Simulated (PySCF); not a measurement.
# NMR shielding calculation of C6H7NOS

C6H7NOS, SMILES C[S@@](=O)c1ccncc1, computed with GIAO PBE0/pcSseg-1 NMR shielding, non-relativistic, gas phase (PySCF 2.14.0).

The geometry comes from this level: GFN2-xTB, MD frame at 425 fs, 600 K. It belongs to a series of runs on one base structure; here: MD frame at 425 fs, 600 K. Figures and captions count atoms from 1; the log counts them from 0 in places.

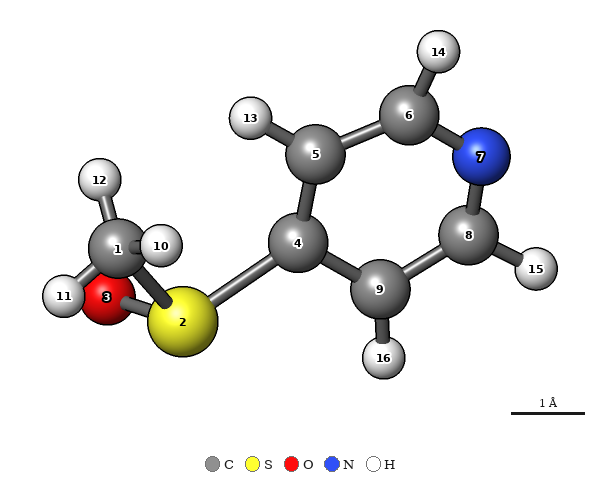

The structure (ball-and-stick view, seen at a tilt; atoms are numbered from 1 in the order of the input).

**Results in brief**

```tsv
quantity	value
outcome	converged
total energy	−760.277769 hartree
HOMO	−7.10 eV
LUMO	−1.82 eV
dipole moment	3.13 D
isotropic shielding, C	6.5 to 139.8 ppm
isotropic shielding, S	106.8 ppm
isotropic shielding, O	110.5 ppm
isotropic shielding, N	−103.5 ppm
isotropic shielding, H	21.4 to 30.2 ppm
hardware	1 CPU thread, shared host
wall time	72 s
peak memory	0.89 GiB
```

**The input**
```
{"job": {"kind": "nmr", "xc": "PBE0", "basis": "pcSseg-1", "pop": false}, "charge": 0, "multiplicity": 1}
C      1.954600     1.086900    -1.633300
S      1.578500    -0.693700    -1.096300
O      2.799300    -0.803400    -0.106600
C     -0.125400    -0.211900    -0.344000
C     -0.707800     1.077900    -0.141800
C     -2.049400     1.221400     0.235000
N     -2.769700     0.171300     0.469600
C     -2.257500    -1.050000     0.384200
C     -0.964200    -1.363000    -0.125500
H      1.165400     1.470000    -2.248400
H      2.775900     0.753200    -2.085300
H      2.142700     1.693900    -0.808800
H     -0.004200     1.885900    -0.187300
H     -2.704400     2.123400     0.356800
H     -2.961200    -1.933200     0.581600
H     -0.725500    -2.442500    -0.232300
```

The first line tells a small driver script what to run in PySCF; the rest is the geometry in Å.

Run as:
```bash
OMP_NUM_THREADS=1 python <driver script> task.json out
```

**Output**
```
coarse grid: 14632 points
cycle   1  E = -760.0155457822  dE =  1.508e+00  |g| = 9.581e-01  |ddm| = 3.995e+00
cycle   2  E = -757.9761027905  dE =  2.039e+00  |g| = 3.033e+00  |ddm| = 5.063e+00
cycle   3  E = -760.1847894495  dE = -2.209e+00  |g| = 3.184e-01  |ddm| = 4.561e+00
cycle   4  E = -760.2007670732  dE = -1.598e-02  |g| = 2.175e-01  |ddm| = 6.007e-01
cycle   5  E = -760.2117137265  dE = -1.095e-02  |g| = 3.964e-02  |ddm| = 2.469e-01
cycle   6  E = -760.2120167779  dE = -3.031e-04  |g| = 2.043e-02  |ddm| = 5.519e-02
cycle   7  E = -760.2121237548  dE = -1.070e-04  |g| = 5.496e-03  |ddm| = 2.213e-02
cycle   8  E = -760.2121307356  dE = -6.981e-06  |g| = 1.768e-03  |ddm| = 6.457e-03
final grid: 138800 points
cycle   9  E = -760.2777283855  dE = -2.644e-05  |g| = 1.325e-02  |ddm| = 4.573e-02
cycle  10  E = -760.2776279613  dE =  1.004e-04  |g| = 2.525e-02  |ddm| = 4.047e-02
cycle  11  E = -760.2777646363  dE = -1.367e-04  |g| = 4.484e-03  |ddm| = 3.005e-02
cycle  12  E = -760.2777688172  dE = -4.181e-06  |g| = 5.887e-04  |ddm| = 4.263e-03
cycle  13  E = -760.2777688912  dE = -7.406e-08  |g| = 3.296e-04  |ddm| = 1.032e-03
cycle  14  E = -760.2777689185  dE = -2.733e-08  |g| = 7.481e-05  |ddm| = 3.905e-04
cycle  15  E = -760.2777689199  dE = -1.365e-09  |g| = 2.105e-05  |ddm| = 1.058e-04
cycle  16  E = -760.2777689200  dE = -9.618e-11  |g| = 6.468e-06  |ddm| = 2.431e-05
```

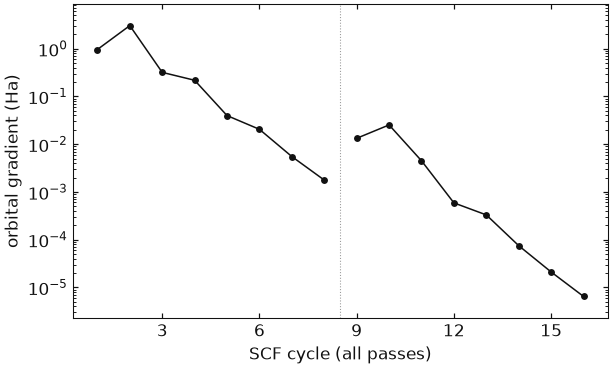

Convergence of the self-consistent field: orbital gradient against the SCF cycle. The dotted line marks the change from a coarse to the final integration grid. The first 8 cycles use a coarse grid, the final grid takes over at cycle 9, and the field converges after 16 cycles in all.

```
converged SCF energy = -760.2777689200

GIAO shielding tensors (ppm)
atom      isotropic    diamagn.    paramagn.     s11        s22        s33       span
  0 C      139.761     253.385    -113.625     90.575    142.124    186.583     96.009
  1 S      106.842    1051.966    -945.124   -192.040     72.285    440.280    632.319
  2 O      110.452     395.504    -285.052   -130.341    128.290    333.407    463.748
  3 C        6.533     264.555    -258.022    -82.114    -36.176    137.888    220.002
  4 C       62.554     256.480    -193.926    -27.912     38.696    176.879    204.792
  5 C       33.533     249.235    -215.702    -65.157     25.484    140.272    205.429
  6 N     -103.505     330.989    -434.494   -439.507   -176.806    305.799    745.305
  7 C       21.496     251.762    -230.266    -91.478     23.427    132.539    224.017
  8 C       38.164     256.329    -218.165    -81.075     38.870    156.696    237.772
  9 H       29.485      31.049      -1.563     25.255     27.797     35.405     10.150
 10 H       30.209      31.292      -1.083     26.092     29.906     34.628      8.535
 11 H       29.319      33.199      -3.879     26.478     29.096     32.384      5.905
 12 H       24.176      34.980     -10.804     20.310     22.844     29.374      9.064
 13 H       21.370      27.415      -6.045     16.247     22.939     24.925      8.678
 14 H       21.732      26.616      -4.883     17.463     21.380     26.354      8.890
 15 H       22.908      31.220      -8.312     20.376     20.775     27.572      7.196
```

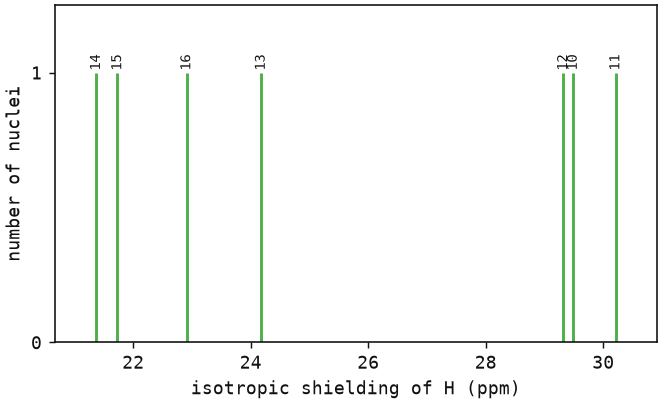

Isotropic shieldings of the hydrogen nuclei in this fixed geometry, labelled by atom number; shielding grows to the right, so chemical shift grows to the left. The least shielded is H14 (21.4 ppm), the most shielded H11 (30.2 ppm).
